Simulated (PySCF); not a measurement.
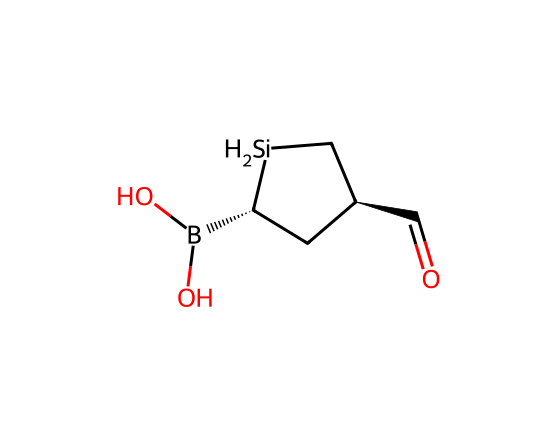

The computed structure is the end point of a GFN2-xTB optimisation. No frequency run is at hand to confirm it as a minimum. Properties computed with PBE0/pcSseg-1, gas phase (PySCF 2.14.0).

Estimate the HOMO energy (Kohn–Sham orbital).

Answer. −7.40 eV.

Give the LUMO energy (Kohn–Sham orbital) at this level.

Answer. −0.81 eV.

What is the dipole moment?

Answer. 1.41 D.

The geometry is semi-empirical. Around B, Si such bond lengths and angles can be off by a tenth of an ångström or more and by several degrees, and values that hang on the shape move with them.
